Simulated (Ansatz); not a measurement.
# C2H4O2Si (SMILES C=C1O[SiH2]O1): CCSD(T)/cc-pVDZ

Aim: the vertical ionisation energy of C2H4O2Si at CCSD(T)/cc-pVDZ, from 2 runs. 

The results are computed with Ansatz 0.2.0.

56 further runs of the same task are left out: 56 set aside as unsound or not needed. Runs told in other sessions of the task aren't counted.

## 1. The structure to begin with

C2H4O2Si has 9 atoms, charge 0, and is taken as a singlet. SMILES: `C=C1O[SiH2]O1`. The shape is that of a PBE0-D4/def2-TZVP optimisation.

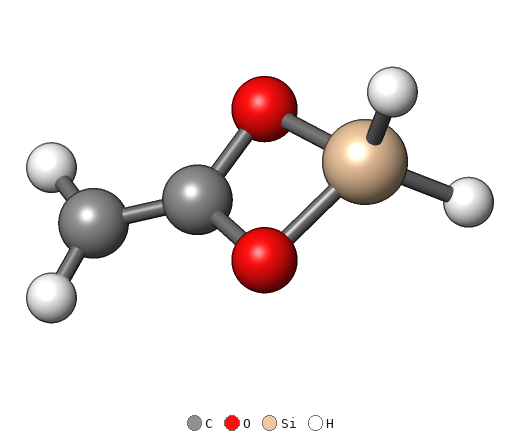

Viewed from a chosen angle; carbon grey, oxygen red, silicon light orange, hydrogen white.

## 2. A single-point energy at CCSD(T)/cc-pVDZ

Contents of run.yaml:

```yaml
crystal:
  periodic: [false, false, false]
  atoms:
    - symbol: C
      position_ang: [0.527300, 1.358500, -1.129600]
    - symbol: C
      position_ang: [0.157300, 0.383100, -0.322900]
    - symbol: O
      position_ang: [-0.585200, 0.473600, 0.838200]
    - symbol: Si
      position_ang: [-0.440000, -1.190500, 0.978300]
    - symbol: O
      position_ang: [0.421700, -0.967300, -0.442100]
    - symbol: H
      position_ang: [0.243100, 2.374800, -0.904500]
    - symbol: H
      position_ang: [1.111300, 1.132600, -2.008400]
    - symbol: H
      position_ang: [-1.701100, -1.949600, 0.840800]
    - symbol: H
      position_ang: [0.354100, -1.661500, 2.132900]
basis:
  gaussian:
    orbitals: cc-pVDZ
correlation:
  method: ccsd_t
  frozen_orbitals: {C: 1, H: 0, O: 1, Si: 5}
scf:
  omitted_lower_state_checks: [cluster_reference, increment]
accuracy: high
```

Command:

```
$ ansatz run run.yaml --threads 1 --pin off --max-ram 3480MiB --events-out events.jsonl --progress --plain --runs-dir runs
```

Output, cut to the lines that bear on the results:

```text
Warning: RAYON_NUM_THREADS=1 ignored (pool sized by the plan → 1); use --threads N
Functional definition: HF
  name "HF"
[...]
2196 factors; integrals over basis functions are off by at most 3.5e-9 eV
[...]
mean field -14061.33446674 eV, -516.7445105378 hartree, gradient 1.1e-8 eV, S^2 0.000000; 0 other end points of the search recorded, 0 dependent functions left out
9 core orbitals not correlated: weight in the atoms' cores, before any rotation towards them, 1.000 or more for the frozen orbitals, at most 0.000 for the correlated occupied ones
reference -14061.33446674 eV, -516.7445105378 hartree; 14, 14 occupied and 71, 71 virtual orbitals, 2196 factors
second order -19.43399423 eV of doubles, -0.00000000 eV of singles
cycle   1  -19.67172333 eV  change   -2.4e-1 eV  update   1.1e-1
[...]
cycle  19  -20.35009476 eV  change   -1.5e-9 eV  update   2.1e-9
perturbative correction -0.63668761 eV, -0.0233978381 hartree
Total energy: -14082.32124911 eV, -517.5157605645 hartree
Checks for a lower state left out: cluster_reference, increment
```

It took 32 s on 1 thread of Arm Neoverse V1, shared host; peak memory 0.62 GiB.

## 3. The doublet cation

Contents of job.yaml:

```yaml
crystal:
  periodic: [false, false, false]
  atoms:
    - {symbol: C, position_ang: [0.527300, 1.358500, -1.129600]}
    - {symbol: C, position_ang: [0.157300, 0.383100, -0.322900]}
    - {symbol: O, position_ang: [-0.585200, 0.473600, 0.838200]}
    - {symbol: Si, position_ang: [-0.440000, -1.190500, 0.978300]}
    - {symbol: O, position_ang: [0.421700, -0.967300, -0.442100]}
    - {symbol: H, position_ang: [0.243100, 2.374800, -0.904500]}
    - {symbol: H, position_ang: [1.111300, 1.132600, -2.008400]}
    - {symbol: H, position_ang: [-1.701100, -1.949600, 0.840800]}
    - {symbol: H, position_ang: [0.354100, -1.661500, 2.132900]}
basis:
  gaussian:
    orbitals: cc-pVDZ
correlation:
  method: ccsd_t
  frozen_orbitals: {C: 1, H: 0, O: 1, Si: 5}
accuracy: high
total_charge: 1
magnetization:
  spin_polarized: true
  initial_magnetization: 1
scf:
  omitted_lower_state_checks: [cluster_reference, increment]
```

Command:

```
$ ansatz run job.yaml --threads 1 --pin off --max-ram 3480MiB --events-out events.jsonl --progress --plain --runs-dir runs
```

Output, cut to the lines that bear on the results:

```text
Warning: RAYON_NUM_THREADS=1 ignored (pool sized by the plan → 1); use --threads N
[... 2 set-up lines as earlier in the session ...]
[...]
2195 factors; integrals over basis functions are off by at most 3.5e-9 eV
[...]
mean field -14053.51541847 eV, -516.4571658141 hartree, gradient 2.1e-8 eV, S^2 0.758017; 0 other end points of the search recorded, 0 dependent functions left out
9 core orbitals not correlated: weight in the atoms' cores, before any rotation towards them, 1.000 or more for the frozen orbitals, at most 0.000 for the correlated occupied ones
reference -14053.51541847 eV, -516.4571658141 hartree; 14, 13 occupied and 71, 72 virtual orbitals, 2195 factors
second order -18.49105589 eV of doubles, -0.00000000 eV of singles
cycle   1  -18.72059354 eV  change   -2.3e-1 eV  update   1.3e-1
[...]
cycle  22  -19.49934174 eV  change   -1.2e-9 eV  update   1.7e-9
perturbative correction -0.63774809 eV, -0.0234368100 hartree
Total energy: -14073.65250830 eV, -517.1971902157 hartree
Checks for a lower state left out: cluster_reference, increment
```

It took 1.8 min on 1 thread of Arm Neoverse V1, shared host; peak memory 1.3 GiB.

## 4. Outcome

At CCSD(T)/cc-pVDZ, 9 core orbitals frozen:

```
                                                     quantity          value
                               singlet C2H4O2Si: total energy  -517.51576 Eh
singlet C2H4O2Si: correlation energy (9 core orbitals frozen)     -771.3 mEh
                             singlet C2H4O2Si: (T) correction     -23.40 mEh
                              singlet C2H4O2Si: T1 diagnostic          0.013
                                 doublet cation: total energy  -517.19719 Eh
  doublet cation: correlation energy (9 core orbitals frozen)     -740.0 mEh
                               doublet cation: (T) correction     -23.44 mEh
            doublet cation: ⟨S²⟩ of the reference determinant          0.758
                                doublet cation: T1 diagnostic          0.023
           vertical ionisation energy (to the doublet cation)       8.669 eV
```

In words: Removing an electron at fixed nuclei costs 8.67 eV (200 kcal/mol). The triples (singlet C2H4O2Si) make up 3.0 % of the correlation energy. The triples (doublet cation) make up 3.2 % of the correlation energy.
